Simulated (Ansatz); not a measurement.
## SiTe (hypothetical, F-43m): thermal expansion from first principles

How much does SiTe (hypothetical) expand with temperature? The crystal structure is hypothetical: it was made by swapping elements on a known structure type.

Program: Ansatz 0.2.0. Level of theory: DFT PBEsol, scalar-relativistic, plane waves, PAW. Results are calculated unless marked as measured.

## (1) Set-up

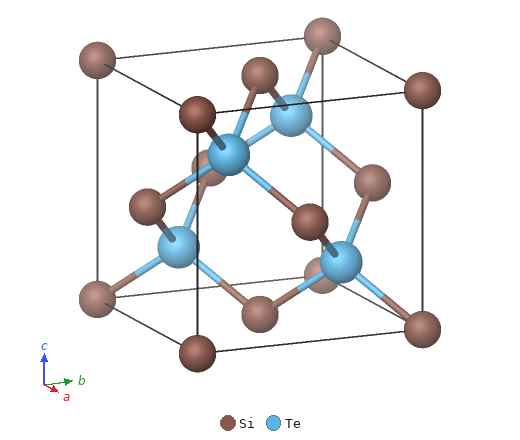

The starting structure, seen slightly off an axis (silicon brown, tellurium blue). This picture shows the conventional cell, with its axes. Bonds to atoms that aren't drawn are left out. Some periodic images of atoms are drawn too.

## (2) A first coarse run

A cheap single point shows whether the cell is a metal or an insulator and how far it is from rest; that sets the k-mesh and the occupations of what follows.

input.yaml reads:

```yaml
crystal:
  lattice:
    - [0.0, 3.34681, 3.34681]
    - [3.34681, 0.0, 3.34681]
    - [3.34681, 3.34681, 0.0]
  atoms:
    - { symbol: Si, position: [0.0, 0.0, 0.0] }
    - { symbol: Te, position: [0.75, 0.75, 0.75] }
kpoints:
  mp_grid: { grid: [6, 6, 6] }
hamiltonian:
  xc: pbesol
scf:
  occupations: { method: gaussian, width: 0.1 }
output:
  forces: true
  stress: true
  eigenvalues: true
```

Launch:

```bash
ansatz run input.yaml --threads 4 --pin off --max-ram 8192MiB --backend cpu --events-out ev --progress --plain --runs-dir out
```

Numbers of over 12 decimals in the logs are rounded to 6 here.

Output:

```text
Engine: ansatz 0.2.0, x86_64-unknown-linux-gnu
Pseudopotentials: kind: paw
Pseudopotential: Si, paw, valence charge 4, recommended cutoff 420 eV (normal), Si.paw.azcp
Pseudopotential: Te, paw, valence charge 16, recommended cutoff 420 eV (normal), Te.paw.azcp
Functional definition: PBEsol
  exchange = pbesol_x
  correlation = pbesol_c
Crystal: 2 atoms, lattice volume = 74.976 Å³
Basis set: ecut = 420 eV, 1459 PW (Γ), exchange–correlation on 64×64×64 points (8 copies of the dense FFT grid, shifted against one another)
Bands: 14, of which v1, the nominal top of the filled ones, is band 10 counted from 1 (9 counted from 0)
Symmetry: 24 space group operations
Space group: F-43m (ITA 216), of the structure as read, at distance tolerance 4.2e-5 Å
k-points: 16 of 216 (time reversal used)
Non-local potential: Si, projectors of the file, l = 0: 2, l = 1: 2, l = 2: 2
Non-local potential: Te, projectors of the file, l = 0: 2, l = 1: 2, l = 2: 2, l = 3: 2
PAW form: soft (Blöchl's): semilocal exchange-correlation on the pseudo side does not see the compensation charge
PAW frozen core: Si, regenerated for the run's functional, and the local potential with it (the file was generated under x = pbe(κ = 0.804, μ = 0.219515), c = pbe(β = 0.066725))
PAW frozen core: Te, regenerated for the run's functional, and the local potential with it (the file was generated under x = pbe(κ = 0.804, μ = 0.219515), c = pbe(β = 0.066725))
PAW one-centre angular grid: Si, 110 points (default); XC on 64 Gauss nodes
PAW one-centre angular grid: Te, 590 points (default); XC on 64 Gauss nodes
Initial density: superposition of atomic densities (neutral atoms: chi_scale 0, normalization atom), corrected by the library's trained network
Initial wavefunctions: pseudopotential atomic-orbital guess
Functional: x = pbesol(κ = 0.804, μ = 0.123457), c = pbesol(β = 0.046)
SCF iter   1: F=—  HF=-7521.731426 eV  |F-HF|=—  |Δ(HF+E_count)|=         —  Δρ=5.03e-3  dr2=4.97e-2  ethr=1.77e-3  ⟨swp⟩=6.2  Hψ=1417  notcnv=0
preconditioner: auto → Kerker (q_TF=auto, 2.189 Å⁻¹)  [metal: Δε(μ)=0.045 eV  Ē_g=8.100 eV  σ=0.100 eV  W_gap=0.25  n_scr=14 (ndim 8)  ℏωp=13.6 eV  f_vac=0.053  D(μ)=0.93/eV (n_scr^D=0)]
SCF iter   2: F=—  HF=-7521.720906 eV  |F-HF|=—  |Δ(HF+E_count)|=   1.05e-2  Δρ=2.16e-3  dr2=8.56e-3  ethr=2.48e-4  ⟨swp⟩=1.0  Hψ=352  notcnv=0
SCF iter   3: F=—  HF=-7521.718805 eV  |F-HF|=—  |Δ(HF+E_count)|=   2.10e-3  Δρ=4.22e-4  dr2=2.22e-4  ethr=4.28e-5  ⟨swp⟩=2.6  Hψ=293  notcnv=0
SCF iter   4: F=—  HF=-7521.718819 eV  |F-HF|=—  |Δ(HF+E_count)|=   1.37e-5  Δρ=2.17e-4  dr2=6.83e-5  ethr=1.11e-6  ⟨swp⟩=2.3  Hψ=313  notcnv=0
SCF iter   5: F=—  HF=-7521.718856 eV  |F-HF|=—  |Δ(HF+E_count)|=   3.78e-5  Δρ=7.42e-5  dr2=9.69e-6  ethr=3.42e-7  ⟨swp⟩=2.0  Hψ=275  notcnv=0
SCF iter   6: F=—  HF=-7521.718870 eV  |F-HF|=—  |Δ(HF+E_count)|=   1.34e-5  Δρ=2.02e-5  dr2=4.07e-7  ethr=4.84e-8  ⟨swp⟩=2.1  Hψ=297  notcnv=0
SCF iter   7: F=-7521.718871 eV  HF=-7521.718871 eV  |F-HF|=8.25e-8  |Δ(HF+E_count)|=   1.19e-6  Δρ=4.54e-6  dr2=2.21e-8  ethr=5.00e-10  ⟨swp⟩=7.1  Hψ=1092  notcnv=0
SCF 1 converged in 7 iterations: F = -7521.718871 eV  dr2 = 2.21e-8
  greatest PAW one-centre occupation: 0.998 electrons in one spin orbital (limit 2), on the Te atom at site 1 (counted from 0), in its partial waves of l = 2
SCF converged after 7 iterations
Free energy (F): -7521.718871 eV
Harris-Foulkes:  -7521.718871 eV  (|F-HF|=8.25e-8)
Internal energy: -7521.714151 eV  (E = F + TS)
E sigma→0 (E₀):  -7521.716511 eV
Entropy (-TS):   -0.004720 eV (-2.360 meV/atom)
Fermi energy:    4.703955 eV
--- Per-component energies (eV) ---
  E_band       = -328.631013
  E_kinetic    = 214.730004
  E_local      = -1758.788836  (includes V_loc(G=0)·N_el)
  E_nonlocal   = -281.258976
  E_hartree    = 1012.638305
  E_xc         = -175.370254
  E_vxc        = -147.221763  (∫ρ·V_xc dr)
  E_paw        = -5082.267418  (= ΣΔE_a)
  E_vpaw       = -381.367786  (= ΣTr[D̂ρ^β])
  E_aug_tail   = -0.000169  (compensation charges beyond the density's cutoff)
  E_ewald      = -1451.803183
  E_core_change = 0.406376  (= ΣΔE_core)
  E_smearing   = -0.004720  (= −TS)
  E_closure    = 0.000000  (closes the sum)
  Σ components = -7521.718871   (vs F -7521.718871, Δ=0.00e0)
--- Forces (eV/Å), atoms counted from 1 ---
  atom   1  Si     0.00000000    -0.00000000     0.00000000
  atom   2  Te    -0.00000000     0.00000000     0.00000000
  max |Σ_I F_I| component: 1.37e-15 eV/Å
--- Stress (GPa, compression-positive) ---
       -2.688958      -0.000000      -0.000000
       -0.000000      -2.688958       0.000000
       -0.000000       0.000000      -2.688958
  P = ⅓ Tr σ = -2.6890 GPa (-26.890 kbar)
--- Band table (eV; the first three rows and the last of 16) ---
  k-point 0: bands = [... 6 lower, -0.0143, 2.4937, 2.4937, 2.4937, 5.3477, 5.3477, 5.3477, 8.9853]
  k-point 1: bands = [... 6 lower, -0.8572, 2.2943, 2.2943, 2.7402, 5.6715, 5.6715, 5.7827, 9.7962]
  k-point 2: bands = [... 6 lower, -2.0983, 1.9856, 1.9856, 2.6258, 6.1258, 6.1258, 7.3237, 10.3962]
  k-point 15: bands = [... 6 lower, -3.0452, 0.7789, 0.8992, 4.7150, 5.3702, 7.6185, 7.8208, 10.4951]
```

Wall time 1.7 s (4 threads of AMD EPYC 7R43, shared host); peak memory 0.4 GiB; 2.2 s of CPU time.

In the SCF lines HF is the Harris–Foulkes energy and dr2 the Hartree energy of the density residual, in eV; the loop may stop once dr2 is under the threshold and the program's other checks hold. Hψ counts applications of the Hamiltonian.

Numbers from this step:

```yaml
pressure: -2.689 GPa
volume_per_atom: 37.49 Å³
gap_on_the_k_mesh: 0 eV
```

The start is under -2.7 GPa at this level and looks like a metal on this mesh.

## (3) Relaxation

Phonons are second derivatives about a minimum, so cell and atoms are relaxed first, inside the symmetry of the start.

input.yaml: that of step 2 with these lines changed.

```diff
@@ -9,3 +9,3 @@
 kpoints:
-  mp_grid: { grid: [6, 6, 6] }
+  mp_grid: { grid: [12, 12, 12] }
 hamiltonian:
@@ -18 +18,6 @@
   eigenvalues: true
+relax:
+  adjacent_minimum: "off"
+  f_tol: 0.005
+  max_steps: 80
+  cell: { stress_tol: 0.05 }
```

Output:

```text
[...]
Crystal: 2 atoms, lattice volume = 74.976 Å³
Basis set: ecut = 420 eV, 1459 PW (Γ), exchange–correlation on 64×64×64 points (8 copies of the dense FFT grid, shifted against one another)
Bands: 14, of which v1, the nominal top of the filled ones, is band 10 counted from 1 (9 counted from 0)
Symmetry: 24 space group operations
[...]
k-points: 72 of 1728 (time reversal used)
[...]
SCF iter   1: F=—  HF=-7521.736941 eV  |F-HF|=—  |Δ(HF+E_count)|=         —  Δρ=4.91e-3  dr2=4.75e-2  ethr=1.77e-3  ⟨swp⟩=6.3  Hψ=6417  notcnv=0
[...]
SCF iter   6: F=-7521.724771 eV  HF=-7521.724771 eV  |F-HF|=5.00e-8  |Δ(HF+E_count)|=   1.05e-6  Δρ=6.51e-6  dr2=7.01e-8  ethr=5.00e-10  ⟨swp⟩=5.4  Hψ=5803  notcnv=0
SCF 1 converged in 6 iterations: F = -7521.724771 eV  dr2 = 7.01e-8
[...]
relax step   1: F+E_penalty+E_count = -7521.72477077 eV  Δ(F+E_penalty+E_count) = +0.000e0 eV  max|allowed force component| = 7.124e-16 eV/Å  Δτ_max = 0.0000 Å  P = -2.886 GPa  Ω = 74.976 Å³  (6 SCF iters, dr2 threshold 1.00e-7 eV, accepted)
Crystal: 2 atoms, lattice volume = 67.317 Å³
Basis set: ecut = 420 eV, 1363 PW (Γ), exchange–correlation on 64×64×64 points (8 copies of the dense FFT grid, shifted against one another)
[...]
iter 1 solved again at ethr=1.40e-4 eV; its pass at ethr=3.10e-3 eV (dr2=2.81e-2 eV) is discarded
[...]
SCF iter   6: F=-7521.808954 eV  HF=-7521.808954 eV  |F-HF|=1.91e-7  |Δ(HF+E_count)|=   2.40e-6  Δρ=1.12e-5  dr2=1.31e-7  ethr=1.00e-9  ⟨swp⟩=5.6  Hψ=5497  notcnv=0
SCF 2 converged in 6 iterations: F = -7521.808954 eV  dr2 = 1.31e-7
relax step   2: F+E_penalty+E_count = -7521.80895388 eV  Δ(F+E_penalty+E_count) = -8.418e-2 eV  max|allowed force component| = 6.661e-16 eV/Å  Δτ_max = 0.0000 Å  P = -0.357 GPa  Ω = 67.317 Å³  energy of the carried Pulay correction = +8.340e-4 eV  (6 SCF iters, dr2 threshold 2.00e-7 eV, accepted)
Crystal: 2 atoms, lattice volume = 66.359 Å³
Basis set: ecut = 420 eV, 1291 PW (Γ), exchange–correlation on 64×64×64 points (8 copies of the dense FFT grid, shifted against one another)
[...]
SCF iter   5: F=-7521.809951 eV  HF=-7521.809951 eV  |F-HF|=5.42e-8  |Δ(HF+E_count)|=   1.17e-7  Δρ=7.10e-6  dr2=6.83e-8  ethr=1.00e-9  ⟨swp⟩=6.6  Hψ=4914  notcnv=0
SCF 3 converged in 5 iterations: F = -7521.809951 eV  dr2 = 6.83e-8
relax step   3: F+E_penalty+E_count = -7521.80995092 eV  Δ(F+E_penalty+E_count) = -9.970e-4 eV  max|allowed force component| = 5.852e-16 eV/Å  Δτ_max = 0.0000 Å  P = +0.065 GPa  Ω = 66.359 Å³  energy of the carried Pulay correction = +9.447e-4 eV  (5 SCF iters, dr2 threshold 2.00e-7 eV, accepted)
[...]
relax step   4: F+E_penalty+E_count = -7521.80996322 eV  Δ(F+E_penalty+E_count) = -1.229e-5 eV  max|allowed force component| = 7.240e-16 eV/Å  Δτ_max = 0.0000 Å  P = -0.001 GPa  Ω = 66.505 Å³  energy of the carried Pulay correction = +9.278e-4 eV  (4 SCF iters, dr2 threshold 1.06e-8 eV, accepted)
[...]
SCF iter   6: F=-7521.809189 eV  HF=-7521.809189 eV  |F-HF|=4.55e-12  |Δ(HF+E_count)|=  1.82e-11  Δρ=6.69e-8  dr2=6.27e-12  ethr=1.00e-12  ⟨swp⟩=6.5  Hψ=4358  notcnv=0
SCF 5 converged in 6 iterations: F = -7521.809189 eV  dr2 = 6.27e-12
relax step   5: F+E_penalty+E_count = -7521.80918888 eV  Δ(F+E_penalty+E_count) = +7.743e-4 eV  max|allowed force component| = 8.119e-16 eV/Å  Δτ_max = 0.0000 Å  P = -0.008 GPa  Ω = 66.505 Å³  stress off target by 7.56e-3 GPa  SCF on the basis re-selected at this cell (its energy is not comparable with the rows above)  (6 SCF iters)
basis re-selected at this cell: Δ(F+E_penalty+E_count) = +7.743e-4 eV, ΔP = -0.007 GPa vs the last step (what re-selecting the basis moved, of the pressure what is left beyond the Pulay correction that the steps carried, after the strain that the cell walked since its last selection, with what the two solves' SCF thresholds leave and, on support functions, any second-order correction that the steps lacked; it is no m [...]
SCF converged after 6 iterations
Free energy (F): -7521.809189 eV
[...]
Internal energy: -7521.804096 eV  (E = F + TS)
E sigma→0 (E₀):  -7521.806642 eV
Entropy (-TS):   -0.005093 eV (-2.546 meV/atom)
Fermi energy:    5.986519 eV
[...]
--- Stress (GPa, compression-positive) ---
       -0.007556      -0.000000      -0.000000
       -0.000000      -0.007556       0.000000
       -0.000000       0.000000      -0.007556
  P = ⅓ Tr σ = -0.0076 GPa (-0.076 kbar)
--- Band table (eV; the first three rows and the last of 72) ---
  k-point 0: bands = [... 6 lower, 1.7438, 3.4642, 3.4642, 3.4642, 6.5057, 6.5057, 6.5057, 10.2602]
  k-point 1: bands = [... 6 lower, 1.3051, 3.3967, 3.3967, 3.7201, 6.6138, 6.6138, 6.6139, 10.5297]
  k-point 2: bands = [... 6 lower, 0.4716, 3.2328, 3.2328, 3.9727, 6.8765, 6.8765, 7.0638, 11.1604]
  k-point 71: bands = [... 6 lower, -2.2103, 1.3613, 1.5448, 6.6013, 7.3328, 8.1878, 8.6318, 12.0418]
--- Relaxed structure (4 steps of the walk, 4 accepted, 1 SCFs on fresh bases) ---
  F+E_penalty+E_count = -7521.80918888 eV   max|allowed force component| = 8.119e-16 eV/Å   (the final SCF, on the basis selected at the relaxed cell)
  cell:  # Å, volume = 66.5046 Å³
    - [0, 3.215688, 3.215688]
    - [3.215688, 0, 3.215688]
    - [3.215688, 3.215688, 0]
  atoms:
    - { symbol: Si, position: [0, 0, 0] }
    - { symbol: Te, position: [0.750000, 0.750000, 0.750000] }
```

It took 9.4 s on 4 threads; peak memory 0.5 GiB; 35 s of CPU time.

Step by step:

```
step  energy less that of the first step (eV)  largest force component (eV/Å)  pressure (GPa)  volume (Å³)
   1                                   0.0000                          0.0000           -2.89        74.98
   2                                  -0.0842                          0.0000           -0.36        67.32
   3                                  -0.0852                          0.0000            0.06        66.36
   4                                  -0.0852                          0.0000            0.00        66.50
  5*                                  -0.0844                          0.0000           -0.01        66.50
```

Relaxation steps marked * repeat the geometry before them on a plane-wave basis chosen anew for their cell, so energy and pressure can jump there.

The run keeps the 24 symmetry operations that it works with, so distortions that break them were not tested.

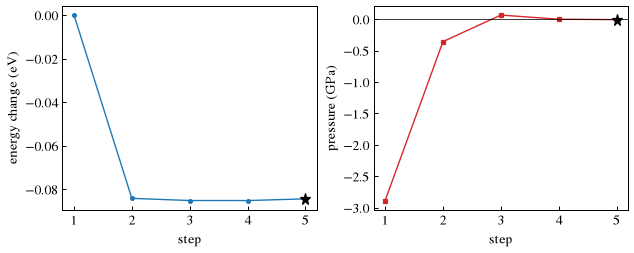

Energy and pressure along the relaxation. Stars mark steps on a basis chosen anew.

```
conventional cell, symmetrised  before  after   change
                         a (Å)   6.694  6.431   -3.9 %
                         b (Å)   6.694  6.431   -3.9 %
                         c (Å)   6.694  6.431   -3.9 %
              volume (Å³/atom)   37.49  33.25  -11.3 %
```

Final coordinates:

```xyz
2
Lattice="0.0000 3.2157 3.2157 3.2157 0.0000 3.2157 3.2157 3.2157 0.0000" Properties=species:S:1:pos:R:3 pbc="T T T"
Si    0.0000    0.0000    0.0000
Te    4.8235    4.8235    4.8235
```

Numbers from this step:

| Item | Value |
| --- | --- |
| pressure | -0.007556 GPa |
| volume per atom | 33.25 Å³ |

The relaxation ends with a pressure of -0.01 GPa.

## (4) A second relaxation

The relaxation is run once more from where the first one ended, as the script does after a large change of volume or of the gap, with mesh and occupations reviewed.

input.yaml: that of step 3 with these lines changed.

```diff
@@ -2,5 +2,5 @@
   lattice:
-    - [0.0, 3.34681, 3.34681]
-    - [3.34681, 0.0, 3.34681]
-    - [3.34681, 3.34681, 0.0]
+    - [0.0, 3.2156877746, 3.2156877746]
+    - [3.2156877746, 0.0, 3.2156877746]
+    - [3.2156877746, 3.2156877746, 0.0]
   atoms:
```

Output:

```text
[...]
Crystal: 2 atoms, lattice volume = 66.505 Å³
Basis set: ecut = 420 eV, 1291 PW (Γ), exchange–correlation on 64×64×64 points (8 copies of the dense FFT grid, shifted against one another)
Bands: 14, of which v1, the nominal top of the filled ones, is band 10 counted from 1 (9 counted from 0)
Symmetry: 24 space group operations
[...]
k-points: 72 of 1728 (time reversal used)
[...]
k-point 71: bands = [... 6 lower, -2.2103, 1.3613, 1.5448, 6.6013, 7.3328, 8.1878, 8.6318, 12.0418]
--- Relaxed structure (1 steps of the walk, 1 accepted, 1 SCFs on fresh bases) ---
[...]
cell:  # Å, volume = 66.5046 Å³
    - [0.0, 3.2156877746, 3.2156877746]
    - [3.2156877746, 0.0, 3.2156877746]
    - [3.2156877746, 3.2156877746, 0.0]
  atoms:
    - { symbol: Si, position: [0.0, 0.0, 0.0] }
    - { symbol: Te, position: [0.75, 0.75, 0.75] }
[key lines of the parts left out:]
SCF converged after 5 iterations
Free energy (F): -7521.809189 eV
Fermi energy:    5.986517 eV
P = ⅓ Tr σ = -0.0076 GPa (-0.076 kbar)
```

It took 5.6 s on 4 threads; peak memory 0.49 GiB; 16 s of CPU time.

Little changed from the start: no atom moved by 0.005 Å and no cell edge by 0.1 %.

This step gave:

```yaml
pressure: -0.007558 GPa
```

## (5) Relaxing to small residual forces and stress

The thresholds are tightened for a last relaxation ahead of the phonons, and where mesh or smearing change with them the cell follows.

input.yaml, the sections that differ from step 4:

```yaml
scf:
  occupations: { method: methfessel_paxton, width: 0.15 }
relax:
  adjacent_minimum: "off"
  f_tol: 0.001
  max_steps: 60
  cell: { stress_tol: 0.01 }
# crystal, kpoints, hamiltonian, output: as in step 4
```

Output:

```text
[...]
Crystal: 2 atoms, lattice volume = 66.505 Å³
Basis set: ecut = 420 eV, 1291 PW (Γ), exchange–correlation on 64×64×64 points (8 copies of the dense FFT grid, shifted against one another)
Bands: 14, of which v1, the nominal top of the filled ones, is band 10 counted from 1 (9 counted from 0)
Symmetry: 24 space group operations
[...]
k-points: 72 of 1728 (time reversal used)
[...]
k-point 71: bands = [... 6 lower, -2.2074, 1.3637, 1.5473, 6.6069, 7.3381, 8.1920, 8.6363, 12.0478]
--- Relaxed structure (2 steps of the walk, 2 accepted, 1 SCFs on fresh bases) ---
[...]
cell:  # Å, volume = 66.4759 Å³
    - [0, 3.215226, 3.215226]
    - [3.215226, 0, 3.215226]
    - [3.215226, 3.215226, 0]
  atoms:
    - { symbol: Si, position: [0, 0, 0] }
    - { symbol: Te, position: [0.750000, 0.750000, 0.750000] }
[key lines of the parts left out:]
SCF converged after 4 iterations
Free energy (F): -7521.806833 eV
Fermi energy:    5.991493 eV
P = ⅓ Tr σ = 0.0006 GPa (0.006 kbar)
```

Run time: 5.8 s. Hardware: 4 threads; peak memory 0.46 GiB.

Little changed from the start: no atom moved by 0.005 Å and no cell edge by 0.1 %.

Numbers from this step:

```
pressure        : 6.00e-4 GPa
volume per atom : 33.24 Å³
```

The residual pressure is 6.0e-4 GPa, small enough for phonons.

## (6) A faulty attempt

This input was changed on purpose, to see how the program answers.

input.yaml reads:

```yaml
crystal:
  lattice:
    - [0.0, 3.2152260102, 3.2152260102]
    - [3.2152260102, 0.0, 3.2152260102]
    - [3.2152260102, 3.2152260102, 0.0]
  atoms:
    - { symbol: Si, position: [0.0, 0.0, 0.0] }
    - { symbol: Te, position: [0.75, 0.75, 0.75] }
kpoints:
  mp_grid: { grid: [12, 12, 12] }
hamiltonian:
  xc: pbesol
scf:
  occupations: { method: methfessel_paxton, width: 0.15 }
  max_iter: 50
output:
  eigenvalues: true
phonons:
  method: dfpt
  qmesh: [4, 4, 4]
  amplitude: 0.01
  thermal_expansion: {}
```

Output:

```text
Error: invalid value for `phonons.amplitude`: set with method: dfpt — a finite-displacement knob (the displacement step); dfpt computes the analytic response in the run's own cell, with no displaced geometries; remove amplitude or use method: fd, without the keys that are dfpt's alone (method's entry in the input reference names them)
```

The job ended after 0.05 s (4 threads; peak memory 0.042 GiB).

The program refused the input before any cycle.

The program's message: “Error: invalid value for `phonons.amplitude`: set with method: dfpt — a finite-displacement knob (the displacement step); dfpt computes the analytic response in the run's own cell, with no displaced g …”

The fault put into the input: a displacement amplitude under linear response.

[end of part 1 of 3]

[Logs are printed without paths, hosts, clocks, repeated set-up lines and the standing remarks that a program may print on its own settings, such as how far it seeks lower states.]

[Hosts, paths, dates, database ids (printed as entryN), source tags and the programs' standing remarks are cut or masked in the printed files.]

[A step with changed settings may run another functional than the one named; its input shows which.]
